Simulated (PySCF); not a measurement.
## Electronic structure of GeSe (charge +1, doublet) in real space

```xyz
2

Ge    0.0000    0.0000   -1.1927
Se    0.0000    0.0000    1.1033
```

These are results of PySCF 2.14.0, PBE0/def2-TZVPPD, non-relativistic Hamiltonian with scalar-relativistic core potentials where named, at a bond length of 2.296 Å, not measurements.

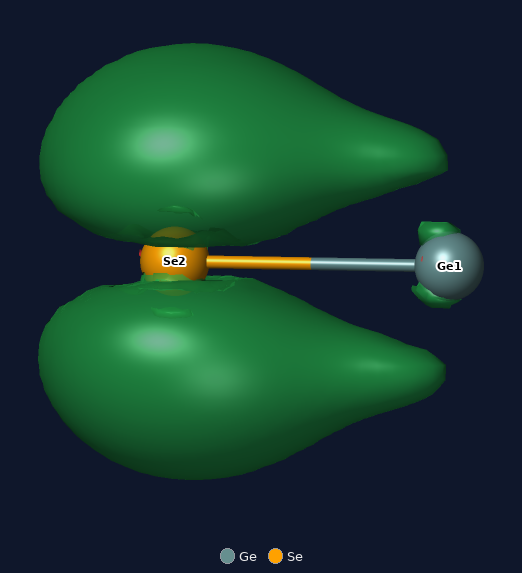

Figure 1. Isosurfaces of the spin density at +0.02 (green) and −0.02 e/Å³ (red), seen from one side.

**Describe the spin distribution.**

The unpaired spin (1 electron) lies mostly on Se2 (about 0.9) and Ge1 (about 0.1), in electrons by Hirshfeld's partition.

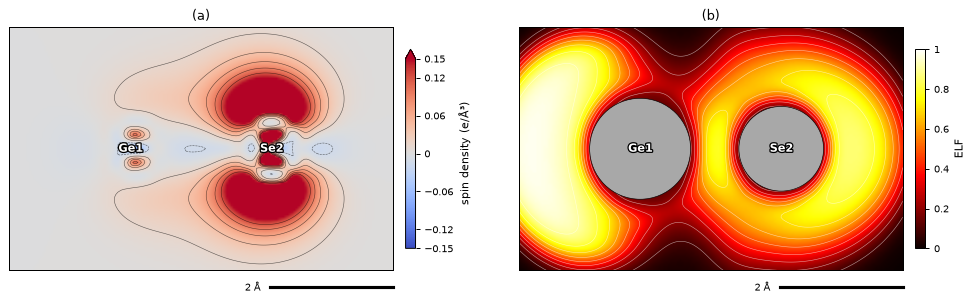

Figure 2. (a) spin density; (b) electron localisation function on a plane that holds the molecular axis. Grey discs cover the atomic cores in the ELF map.

**Describe what can be read from this map.**

Atoms in the plane: Ge and Se. Ge–Se (2.30 Å): the ELF peaks at about 0.80 in the valence shell of Se, 1.0 Å from its nucleus, and is about 0.75 at the midpoint. The ELF also peaks beside Se2, away from the bonds: non-bonding electrons, paired or unpaired.

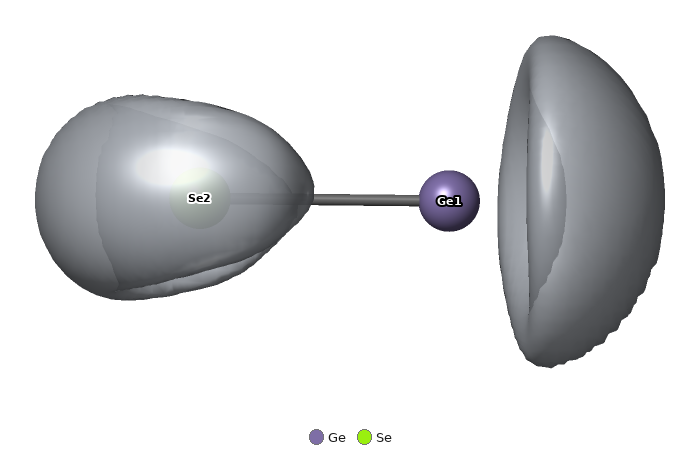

Figure 3. Isosurface of the electron localisation function at 0.8 (grey), seen from one side. Only the valence region is drawn (cores and ρ < 0.01 e/Å³ removed).

**Describe the localisation domains.**

At this value the surface marks out one ring or bowl of non-bonding electrons around Se and one lobe on Ge, pointing away from the bonds (non-bonding electrons).
